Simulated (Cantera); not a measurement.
Feed: 1 mol BF3, 13 mol H2O, 0.52 mol H2, equilibrated at 0.00470 bar.

These are equilibrium values from Cantera (NASA tables, ideal gas, pure condensed phases), not measurements of a reactor. Candidate condensed phases: B, B2O3, B3O3H3, H2O; 43 gas species. Gases not in the tables: H3BO3. Equilibrium is a limit: real reactors are often held back by kinetics, nucleation or transport.

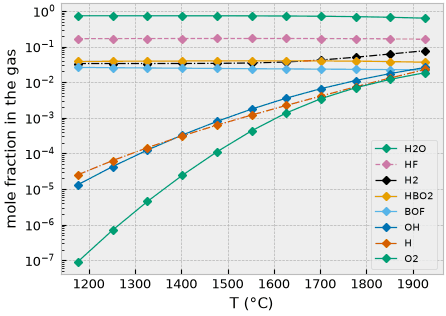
Figure: Equilibrium gas composition (values under 1e-9 drawn at 1e-9)

From 1177 °C to 1927 °C nothing is condensed.
